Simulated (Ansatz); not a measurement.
TaAs (NbAs type, space group I4_1md)

```
CELL_PARAMETERS angstrom
     -1.73153     1.73153     5.86650
      1.73153    -1.73153     5.86650
      1.73153     1.73153    -5.86650
ATOMIC_POSITIONS crystal
  Ta 0.99912 0.99912 0.00000
  Ta 0.74912 0.24912 0.50000
  As 0.41688 0.41688 0.00000
  As 0.16688 0.66688 0.50000
```

In this cell atom 4 (As, nearest neighbour Ta at 2.622 Å; its periodic images, 3.5 Å or more away, move with it) is moved by s along Cartesian [110], unit vector (0.707, 0.707, 0.000); all other atoms and the cell stay fixed.

Calculation: PBE (plane waves to 420 eV, PAW, scalar-relativistic; Ansatz, a quantum-chemistry and plane-wave program). k mesh 15×15×15 (Γ-centred), Fermi-Dirac smearing 0.05 eV. E stands for the smeared free energy. With partly filled bands, energies and forces of such displacements shift with the k mesh and the smearing. At this level the bands of TaAs touch or barely overlap. Spin-orbit coupling is left out, though Ta is heavy. TaAs is run without spin polarisation. TaAs was relaxed with its symmetry unable to fall. The zero of ΔE is the undisplaced structure.

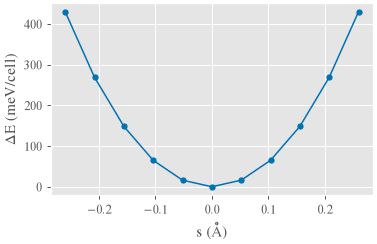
Figure: ΔE (meV/cell) against s (Å); computed points joined by lines.

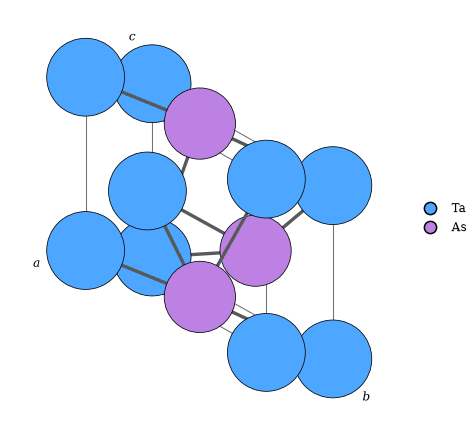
*The cell of the calculation at s = -0.260 Å.*

The force along the line at s = -0.260 Å comes out as 3.52 eV/Å. The energy at s = 0.260 Å is 430 meV/cell. Harmonic estimate at the end of the scan: ½ks² = 401 meV/cell against the computed 430 meV/cell, so the well is stiffer than harmonic there. Shape of the curve: a single well with its minimum at or next to zero displacement. Symmetry of the curve: even: the same for both signs.

With its periodic images moving along, the atom's site symmetry in this cell is mm2.

(For displaced atoms, the force is minus the slope of the energy, and its curvature is a force constant, which sets phonon frequencies.)
